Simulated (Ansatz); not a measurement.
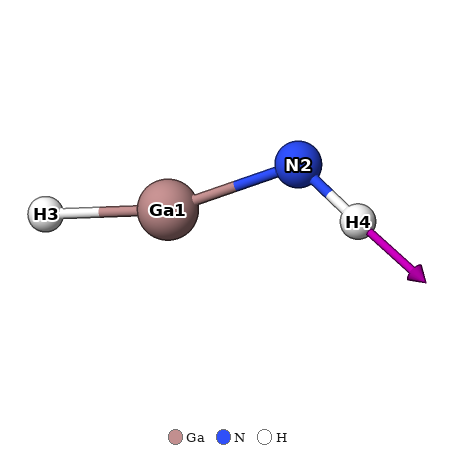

The arrows show one normal mode. Harmonic vibrations computed with RKS PBE0-D4/def2-TZVP (Ansatz 0.2.0) at a stationary point of the same level.

Question: What kind of motion is it?

Answer: Mostly N–H stretching.

Question: Estimate its harmonic wavenumber.

Answer: 3600 cm⁻¹; it is mode 6 of 6 counted from the lowest.
